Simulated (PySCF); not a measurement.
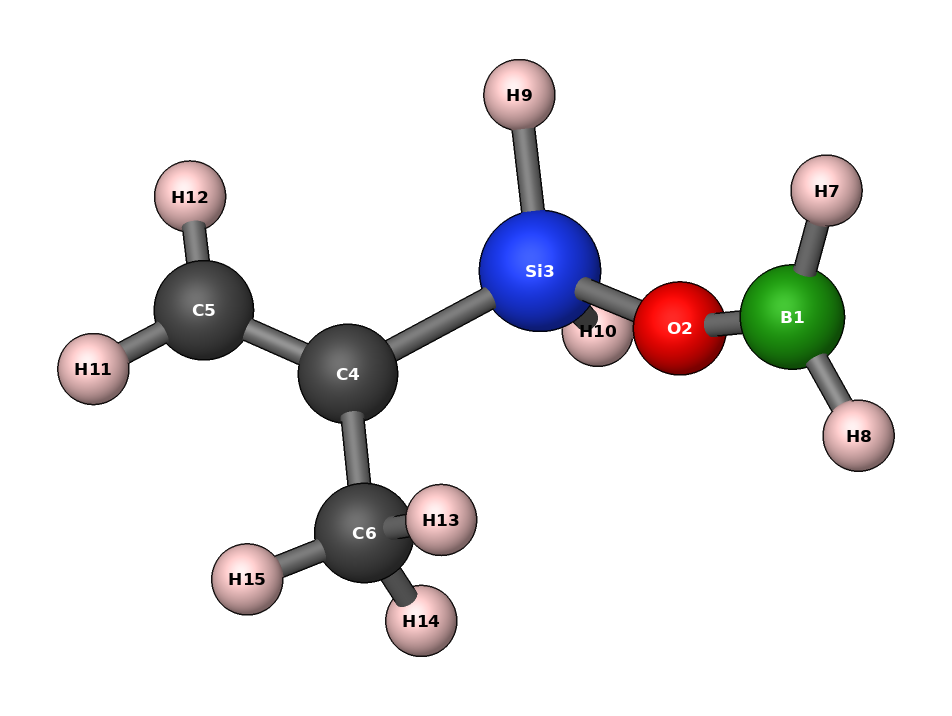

Geometry: an end point of a reaction path computed with GFN2-xTB. Method: GIAO PBE0/pcSseg-1 NMR shielding, non-relativistic, gas phase (PySCF 2.14.0). Principal shieldings σ11 ≤ σ22 ≤ σ33, span Ω = σ33 − σ11, skew κ = 3(σiso − σ22)/Ω.

Give the shielding tensors of the Si atoms.

```json
{"atom": "Si3", "σ11": "340.5", "σ22": "373.1", "σ33": "427.5", "σiso": "380.3", "Ω": "87.0", "κ": "0.25"}
```

Shieldings and span in ppm.
